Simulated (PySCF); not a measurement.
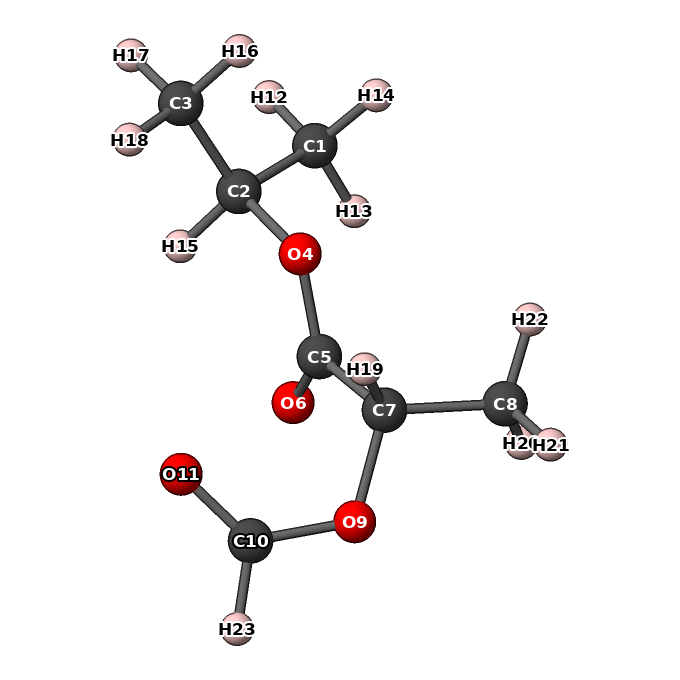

The questions are on isotropic NMR shieldings of the H atoms. Computed geometry: GFN2-xTB optimisation. No frequency run is at hand to confirm it as a minimum. Method: GIAO PBE0/pcSseg-1 NMR shielding, non-relativistic, gas phase (PySCF 2.14.0).

Give the isotropic NMR shieldings of the H atoms atom by atom.

```
atom  σ (ppm)
 H12    30.74
 H13    29.91
 H14    30.73
 H15    26.55
 H16    30.36
 H17    30.63
 H18    30.05
 H19    26.97
 H20    30.11
 H21    30.06
 H22    30.32
 H23    23.65
```
